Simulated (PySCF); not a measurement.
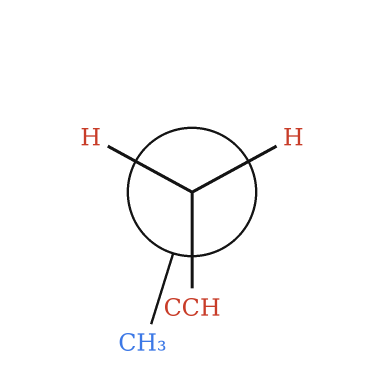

A Newman projection along the Si–O bond, silicon in front; angles are drawn as computed, but eclipsed bonds slightly apart. Geometry: a distorted geometry made from a computed GFN2-xTB structure, not a minimum.

Which molecule is it?

Answer. C3H6OSi, C#C[SiH2]OC

What is the torsion angle from the front CCH to the back CH3? The sign is positive where the front bond must turn clockwise to cover the back bond.

Answer. 0°, synperiplanar (eclipsed).
